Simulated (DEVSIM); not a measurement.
Structure: abrupt Si p-n junction, at 300 K.

```
layer (left to right)  material  thickness (μm)  Nd (cm⁻³)  Na (cm⁻³)   τn (s)   τp (s)
---------------------  --------  --------------  ---------  ---------  -------  -------
1                            Si            5.80          -     2.2e15  0.00067  0.00067
2                            Si           0.590     7.1e15          -  0.00067  0.00067
```

Left contact: ohmic. Right contact: ohmic. Voltage is applied to the left contact. Recombination: SRH at mid-gap, radiative. Mobility is μmin + (μ − μmin)/(1 + (N/Nref)^α).

The device is made up for the run: typed textbook-type constants, with dimensions and the other settings drawn at random. Values at 300 K.

```csv
parameter,Si
gap (eV),1.124
affinity (eV),4.05
permittivity,11.7
Nc (cm⁻³),2.86e19
Nv (cm⁻³),3.1e19
μn (cm²/Vs),1417
μp (cm²/Vs),470
"μn,min",52
"μp,min",45
"Nref,n",9.7e16
"Nref,p",2.2e17
αn,0.68
αp,0.72
B (cm³/s),4.7e-15
```

DEVSIM, 1D drift-diffusion, Boltzmann statistics, complete ionisation; no tunnelling, impact ionisation, image-force lowering or self-heating.

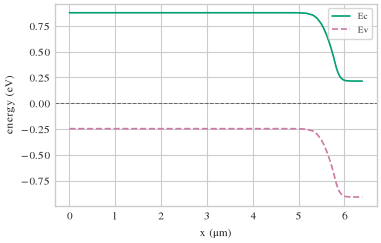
Figure: Band edges at zero bias

Energies count from the Fermi level of the right contact; mesh points crowd at the junctions.

```
x (μm)   Ec (eV)  Ev (eV)  n (cm⁻³)  p (cm⁻³)  field (V/cm)
-------  -------  -------  --------  --------  ------------
0.000      0.877   -0.247     53000    2.2e15           ≈ 0
0.02205    0.877   -0.247     53000    2.2e15           ≈ 0
0.06420    0.877   -0.247     53000    2.2e15           ≈ 0
0.1517     0.877   -0.247     53000    2.2e15           ≈ 0
0.3874     0.877   -0.247     53000    2.2e15           ≈ 0
0.7624     0.877   -0.247     53000    2.2e15           ≈ 0
1.479      0.877   -0.247     53000    2.2e15           ≈ 0
3.436      0.877   -0.247     53000    2.2e15           ≈ 0
4.574      0.877   -0.247     53000    2.2e15           ≈ 0
5.170      0.872   -0.252     64000    1.8e15          -550
5.496      0.769   -0.355   3400000    3.4e13         -7500
5.684      0.569   -0.555     8.0e9    1.5e10        -14000
5.751      0.468   -0.656    3.9e11     3.0e8        -16000
5.786      0.410   -0.714    3.8e12     3.1e7        -17000
5.812      0.364   -0.760    2.2e13   5300000        -16000
5.843      0.318   -0.806    1.3e14    890000        -13000
5.900      0.260   -0.864    1.2e15     96000         -7300
6.012      0.220   -0.904    5.7e15     21000         -1200
6.219      0.215   -0.909    7.1e15     16000           -18
6.308      0.215   -0.909    7.1e15     16000           ≈ 0
6.357      0.215   -0.909    7.1e15     16000           ≈ 0
6.390      0.215   -0.909    7.1e15     16000           ≈ 0
```
